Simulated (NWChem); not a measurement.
**CH3FO2Si (SMILES O=C(O)[SiH2]F) at 4 levels**

We compute a comparison of 4 runs (HF/STO-3G, HF/3-21G, B3LYP/6-31G*) of CH3FO2Si. 

Program for the calculation: NWChem 7.3.0.

## 1. The molecule

CH3FO2Si has 8 atoms, charge 0, and is taken as a singlet. As SMILES, `O=C(O)[SiH2]F`. The coordinates come from a GFN2-xTB relaxation. This is one conformer, not always the lowest.

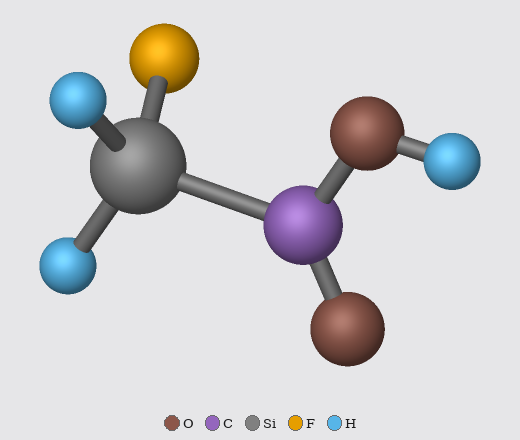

Viewed from a chosen angle; oxygen brown, carbon purple, silicon grey, fluorine amber, hydrogen blue.

## 2. Energy and gradient at HF/STO-3G (run 1)

Input file run.py:

```python
from ase import Atoms
from ase.calculators.nwchem import NWChem

system = Atoms(['O', 'C', 'O', 'Si', 'F', 'H', 'H', 'H'], positions=[
    [-1.497250, 0.128150, 1.221910],
    [-0.423090, 0.231260, 0.687420],
    [0.617480, 0.817270, 1.286840],
    [0.062020, -0.384820, -1.066720],
    [1.135060, -1.557250, -0.823650],
    [0.393350, 1.110690, 2.187680],
    [-1.070190, -1.007260, -1.724490],
    [0.782620, 0.661960, -1.768980],
])

calc = NWChem(
    label='ch3fo2si',
    theory='scf',
    memory='2200 mb',
    basis='STO-3G',
    basispar='spherical bse',
    scf={'nopen': '0', 'rhf': None, 'thresh': '1e-08', 'maxiter': '80', 'print': 'low'},
)
system.calc = calc

forces = system.get_forces()
print(f"energy = {system.get_potential_energy():.6f} eV")
print("forces (eV/A):")
for s, f in zip(system.symbols, forces):
    print(f"{s:2s} {f[0]:10.5f} {f[1]:10.5f} {f[2]:10.5f}")
```

The run is started by

```console
export ASE_NWCHEM_COMMAND="nwchem PREFIX.nwi > PREFIX.nwo"
python run.py
```

The log of the run:

```text
energy = -15523.366906 eV
forces (eV/A):
O    -1.75709   -0.15586    0.99857
C    -1.01543   -1.06768   -2.52230
O     3.34830    1.18327    0.29568
Si    0.13863    0.13704    0.10403
F     0.48429   -0.59346    0.07816
H    -0.74778    0.08356    0.78275
H     0.43411    0.80496    0.14342
H    -0.88497   -0.39184    0.11966
```

The calculator wrote ch3fo2si.nwi:

```
title "ch3fo2si"

permanent_dir ch3fo2si

scratch_dir ch3fo2si

start ch3fo2si

geometry units angstrom nocenter noautosym noautoz
  O  -1.4972500000000000e+00 1.2814999999999999e-01 1.2219100000000001e+00
  C  -4.2309000000000002e-01 2.3125999999999999e-01 6.8742000000000003e-01
  O  6.1748000000000003e-01 8.1727000000000005e-01 1.2868400000000000e+00
  Si 6.2019999999999999e-02 -3.8482000000000000e-01 -1.0667199999999999e+00
  F  1.1350600000000000e+00 -1.5572500000000000e+00 -8.2364999999999999e-01
  H  3.9334999999999998e-01 1.1106900000000000e+00 2.1876799999999998e+00
  H  -1.0701900000000000e+00 -1.0072600000000000e+00 -1.7244900000000001e+00
  H  7.8261999999999998e-01 6.6195999999999999e-01 -1.7689800000000000e+00
end

memory 2200 mb

basis spherical bse noprint
   * library STO-3G
end

scf
  nopen 0
  rhf
  thresh 1e-08
  maxiter 80
  print low
end

task scf gradient
```

ch3fo2si.nwo:

```text
Northwest Computational Chemistry Package (NWChem) 7.3.0
             --------------------------------------------------------

           Job information
           ---------------

    nwchem branch   = 7.3.0
    use scalapack   = T
    input           = ch3fo2si.nwi
    prefix          = ch3fo2si.
    data base       = ch3fo2si/ch3fo2si.db
    status          = startup
    nproc           =        1

           Memory information
           ------------------

[... 5 lines left out ...]
    hardfail = no
[... 112 lines left out ...]
       Final RHF  results
[... 3 lines left out ...]
      One-electron energy =  -1248.977073995590
[... 1 line left out ...]
 Nuclear repulsion energy =    227.914593076367
[... 3 lines left out ...]
                              NWChem Gradients Module
                              -----------------------

                         RHF ENERGY GRADIENTS

    atom               coordinates                        gradient
                 x          y          z           x          y          z
   1 O      -2.829392   0.242168   2.309075    0.034170   0.003031  -0.019419
   2 C      -0.799524   0.437018   1.299035    0.019747   0.020763   0.049051
   3 O       1.166868   1.544416   2.431775   -0.065114  -0.023011  -0.005750
[... 4 lines of this table left out ...]
   8 H       1.478937   1.250923  -3.342887    0.017210   0.007620  -0.002327

 Task  times  cpu:        1.6s     wall:        1.6s
 Total times  cpu:        1.6s     wall:        1.6s
```

Wall time 2.3 s (1 thread of AMD EPYC 9R45 (Zen 5), shared host); peak memory 0.099 GiB.

## 3. Energy and forces at HF/3-21G (run 2)

Input file m1.xyz:

```xyz
8
CH3FO2Si
O     -1.497250     0.128150     1.221910
C     -0.423090     0.231260     0.687420
O      0.617480     0.817270     1.286840
Si     0.062020    -0.384820    -1.066720
F      1.135060    -1.557250    -0.823650
H      0.393350     1.110690     2.187680
H     -1.070190    -1.007260    -1.724490
H      0.782620     0.661960    -1.768980
```

Input file m1.nw:

```
echo
START m1
TITLE "CH3FO2Si"
memory stack 880 mb heap 220 mb global 1100 mb

GEOMETRY units angstroms noautosym nocenter noautoz
 load m1.xyz
END

BASIS spherical bse
 * library 3-21G
END

SCF
 thresh 1e-08
 maxiter 80
END

TASK scf gradient
```

The run is started by

```console
nwchem m1.nw > m1.out
```

The log of the run:

```text
[...]
  functions       =    55
[...]
  wavefunction    = RHF
[...]
         Total SCF energy =   -574.636071606566
      One-electron energy =  -1249.474823879210
      Two-electron energy =    446.924159196277
 Nuclear repulsion energy =    227.914593076367
        Time for solution =      1.2s
[...]
                         RHF ENERGY GRADIENTS
    atom               coordinates                        gradient
                 x          y          z           x          y          z
   1 O      -2.829392   0.242168   2.309075    0.001862   0.001106   0.001972
   2 C      -0.799524   0.437018   1.299035    0.019624   0.005013   0.009598
   3 O       1.166868   1.544416   2.431775   -0.014004  -0.008990  -0.010295
   4 Si      0.117201  -0.727204  -2.015809   -0.002501  -0.000043  -0.006411
   5 F       2.144952  -2.942776  -1.556473   -0.015925   0.018198  -0.003660
   6 H       0.743324   2.098900   4.134116   -0.003257  -0.000956  -0.000243
   7 H      -2.022366  -1.903445  -3.258814    0.010403  -0.004196   0.003946
   8 H       1.478937   1.250923  -3.342887    0.003798  -0.010131   0.005092
[...]
```

Run time: 2.2 s. Hardware: 1 thread of AMD EPYC 9R45 (Zen 5), shared host; peak memory 0.1 GiB.

Run 3 isn't shown in full; the table further down has it.

## 4. Energy and gradient at B3LYP/6-31G(d) (Cartesian functions) (run 4)

Input file struct.nw:

```
start struct
memory total 2200 mb

geometry units au noautosym nocenter noautoz
  O     -2.82939244     0.24216840     2.30907525
  C     -0.79952423     0.43701806     1.29903553
  O      1.16686809     1.54441647     2.43177517
  Si     0.11720081    -0.72720441    -2.01580865
  F      2.14495254    -2.94277601    -1.55647292
  H      0.74332377     2.09889991     4.13411605
  H     -2.02236600    -1.90344554    -3.25881380
  H      1.47893746     1.25092311    -3.34288772
end

basis
  O library 6-31G*
  C library 6-31G*
  Si library 6-31G*
  F library 6-31G*
  H library 6-31G*
end

dft
  xc b3lyp
  grid xfine
  convergence energy 1e-08
  iterations 100
  mulliken
end

task dft gradient
```

The run is started by

```console
nwchem struct.nw > struct.out
```

The log of the run:

```text
[...]
          Wavefunction type:  closed shell.
          No. of atoms     :     8
          No. of electrons :    48
[...]
          Charge           :     0
          Spin multiplicity:     1
[...]
          AO basis - number of functions:    85
[...]
              XC Information
              --------------
                         B3LYP Method XC Potential
                     Hartree-Fock (Exact) Exchange  0.200
                        Slater Exchange Functional  0.800 local
                    Becke 1988 Exchange Functional  0.720 non-local
              Lee-Yang-Parr Correlation Functional  0.810
                  VWN I RPA Correlation Functional  0.190 local
[...]
 d= 0,ls=0.0,diis     1   -579.5814276243 -8.07D+02  2.42D-02  1.49D+00     1.8
[...]
 d= 0,ls=0.0,diis    11   -579.7430119755 -2.19D-09  3.67D-07  1.80D-09    16.3
         Total DFT energy =     -579.743011975517
      One electron energy =    -1254.211196983487
           Coulomb energy =      501.756666282887
    Exchange-Corr. energy =      -55.203057790355
 Nuclear repulsion energy =      227.914576515438
[...]
      Total Density - Mulliken Population Analysis
     ---------------------------------------------
    Atom       Charge   Shell Charges
 -----------   ------   -------------------------------------------------------
    1 O    8     8.42   1.99  0.91  2.87  1.02  1.63 -0.00
    2 C    6     5.65   1.99  0.73  1.92  0.46  0.47  0.08
    3 O    8     8.53   1.99  0.91  2.94  0.93  1.73  0.03
    4 Si  14    13.30   2.00  1.99  5.96  1.05  1.73  0.16  0.21  0.20
    5 F    9     9.38   1.99  0.95  3.32  0.94  2.10  0.07
    6 H    1     0.60   0.46  0.13
    7 H    1     1.06   0.52  0.54
    8 H    1     1.07   0.52  0.55
[...]
  wavefunction    = closed shell
[...]
```

Run time: 21 s. Hardware: 1 thread of AMD EPYC 9R45 (Zen 5), shared host; peak memory 0.14 GiB.

## 5. Overview of the runs

| run | level | iteration cap | module | energy (Eh) | largest force (eV/Å) | wall time |
| --- | --- | --- | --- | --- | --- | --- |
| 1 | HF/STO-3G | 80 | scf | -570.473216 | 3.564 | 2.3 s |
| 2 | HF/3-21G | 80 | scf | -574.636072 | 1.258 | 2.2 s |
| 3 | B3LYP/6-31G* (spherical functions) | 100 | dft | -579.736641 | 1.317 | 21 s |
| 4 | B3LYP/6-31G* (Cartesian functions) | 100 | dft | -579.743012 | 1.321 | 21 s |

## 6. Results

| quantity | value |
| --- | --- |
| run 4: total energy | -579.74301 Eh |
| run 4: dipole moment | 1.55 D |
| run 4: HOMO energy | -7.48 eV |
| run 4: LUMO energy | -1.21 eV |
| run 4: HOMO–LUMO gap | 6.28 eV |
| run 4: largest force on an atom | 1.321 eV/Å |

What this shows: In run 1 the basis is minimal, so the values are rough. All runs together took 47 s, the longest 21 s.
